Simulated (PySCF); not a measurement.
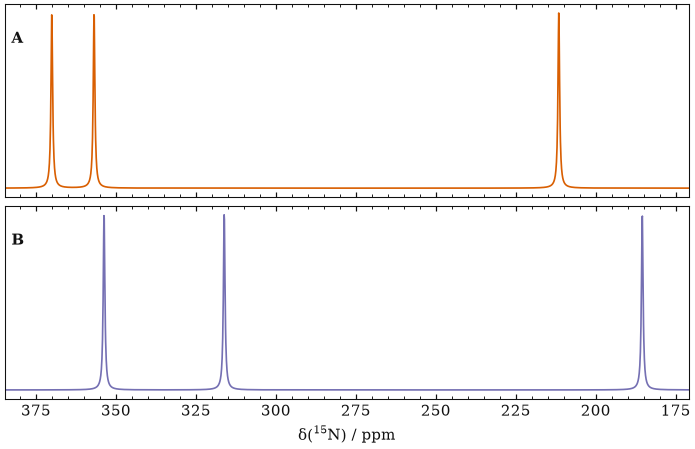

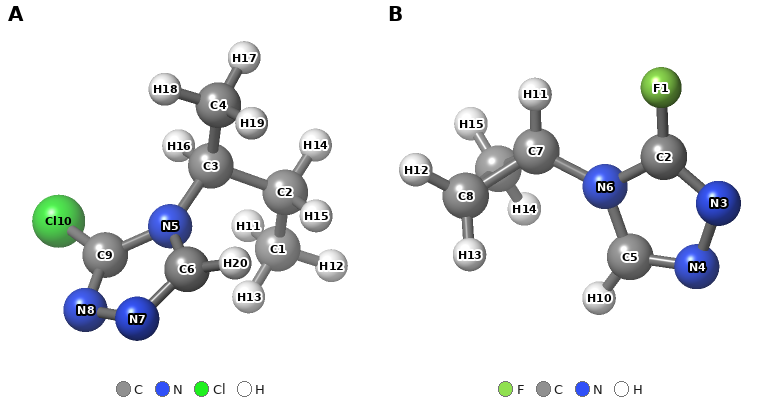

Related molecules: A is C₆H₁₀ClN₃, SMILES CC[C@H](C)n1cnnc1Cl; B is C₅H₆FN₃, SMILES Fc1nncn1C1CC1. GIAO ¹⁵N shifts against NH₃ (¹⁵N: a single molecule, while the usual scales start at liquid NH₃ or nitromethane; multiply bonded nitrogen can come out tens of ppm too deshielded), PBE0/pcSseg-1 with PySCF, at a GFN2-xTB geometry (no frequency check); fully decoupled, line heights follow the number of nuclei within a panel, widths are arbitrary (no quadrupolar broadening); values of one conformer, averaged over methyl-type rotors and exact or near symmetry; other conformers aren't averaged in.

Assign the ¹⁵N signals of each molecule.

Answer. A: 370.0 (N7); 356.8 (N8); 211.6 (N5)
B: 353.7 (N4); 316.2 (N3); 185.5 (N6)

Caveats, for all or some of the runs: the tight-binding geometry is rougher than a DFT one and adds to the error.
